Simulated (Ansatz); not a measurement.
CdI₂ (CdI2 type)

```cif
data_CdI2
_chemical_formula_sum 'Cd1 I2'
_space_group_name_H-M_alt 'P 1'
_space_group_IT_number 1
_cell_length_a 4.24233
_cell_length_b 4.24233
_cell_length_c 6.82427
_cell_angle_alpha 90.000
_cell_angle_beta 90.000
_cell_angle_gamma 120.000
loop_
_space_group_symop_operation_xyz
  'x, y, z'
loop_
_atom_site_label
_atom_site_type_symbol
_atom_site_fract_x
_atom_site_fract_y
_atom_site_fract_z
_atom_site_occupancy
Cd1 Cd 0.00000 0.00000 0.00000 1
I1 I 0.33333 0.66667 0.25349 1
I2 I 0.66667 0.33333 0.74651 1
```

The volume is varied about the relaxed value V₀ at fixed cell shape. The atoms relax within the cell's symmetry.

All values below come from PBE-D3(BJ) (plane waves to 420 eV, PAW, scalar-relativistic; Ansatz, a program for electronic structure). k mesh 10×10×5 (Γ-centred), Fermi-Dirac smearing 0.05 eV. Energies are smeared free energies. With the shape held, the modulus is that of even scaling; a crystal free to change shape is softer. CdI2 was relaxed with its symmetry unable to fall. Spin-orbit coupling is left out, though I is heavy. The zero of ΔE is the relaxed starting cell.

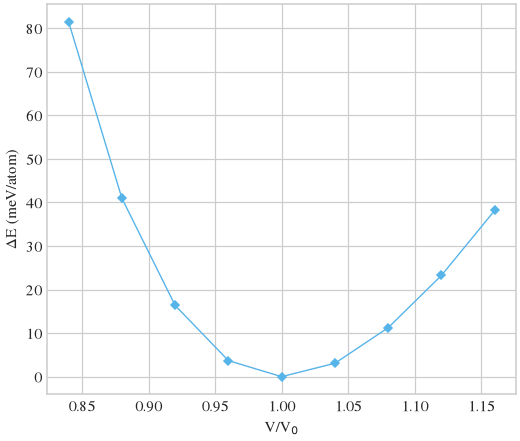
Figure. ΔE (meV/atom) against V/V₀; one marker a computed point.

Question: What is ΔE at V/V₀ = 1.160?

Answer: About 38 meV/atom.

Question: What is ΔE at V/V₀ = 0.840?

Answer: About 81 meV/atom.

Question: What bulk modulus at fixed cell shape B₀ follows from a third-order Birch-Murnaghan fit?

Answer: About 19 GPa.

(A scan under strain: stresses follow from slopes of the energy per volume, elastic moduli from its curvatures.)
